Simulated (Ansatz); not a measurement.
Consider Li2MgGeS4 (stannite) (I-42m).

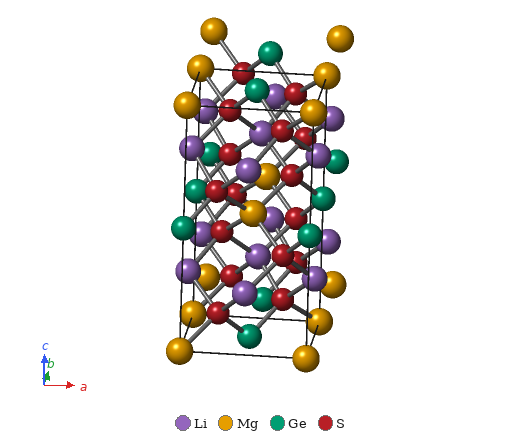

The structure (lithium purple, magnesium orange, germanium teal, sulfur red). Bonds to atoms that aren't drawn are left out. 1×2×1 conventional cells are drawn. Some periodic images of atoms are drawn too.

The structure was built from a prototype and need not be the compound's stable phase.

The structure is tetragonal, space group I-42m (No. 121). Conventional cell: a = 5.436 Å, b = 5.436 Å, c = 11.009 Å, α = 90.00°, β = 90.00°, γ = 90.00°. Nearest to Li lie 4 S at 2.38 Å. Mg has 4 S at 2.47 Å nearest. Ge has 4 S at 2.23 Å nearest. Nearest to S lie 1 Ge at 2.23 Å and 2 Li at 2.38 Å and 1 Mg at 2.47 Å. It derives from Ge1Li2Mg1S4. Farther neighbours and most contacts between anions are not listed.

```xyz
8
Lattice="-2.7181 2.7181 5.5043 2.7181 -2.7181 5.5043 2.7181 2.7181 -5.5043" Properties=species:S:1:pos:R:3 pbc="T T T"
Li    0.0000    2.7181    2.7521
Li    2.7181    0.0000    2.7521
Mg    0.0000    0.0000    0.0000
Ge    0.0000    0.0000    5.5043
S     1.2550    1.2550    6.8531
S     1.2550   -1.2550    4.1555
S    -1.2550    1.2550    4.1555
S     1.4631    1.4631    1.3488
```

The structure was relaxed with PBEsol. The runs that relaxed it are not among those shown. PAW set soft_2, made with PBE.

Gaps computed with Ansatz 0.2.0 without a self-energy: PBEsol 2.59 eV, PBEsol+SOC 2.58 eV, r2SCAN 3.09 eV and HSE06 3.82 eV.

**Question.** Estimate the G0W0@PBEsol gap with 4×4×4 mesh, 485 empty bands, screening to 120 eV, default PAW files.

About 4.25 eV: on its mesh the run moves the gap from 2.59 eV by +1.66 eV. Among the scalar-relativistic levels given, HSE06 is nearest (−0.43 eV). Bands and cutoff are finite, so the gap is not at the basis limit. The miss can reach some tenths of an eV and take either sign; the mesh is an error of its own. The many-body steps are scalar-relativistic: spin-orbit coupling is not in them.

[Paths, hosts, dates, memory and timing lines, banners, echoed tables and standing remarks are left out of the program output.]

[Logs are printed without paths, hosts, clocks, repeated set-up lines and the standing remarks that a program may print on its own settings, such as how far it seeks lower states.]

[Runs of the session that timed out or met a known fault of the program may be left out.]

[Cells called generated may have been cut or substituted from an entry of the Crystallography Open Database or the Materials Project.]

[Hosts, paths, dates, database ids (printed as entryN), source tags and the programs' standing remarks are cut or masked in the printed files.]
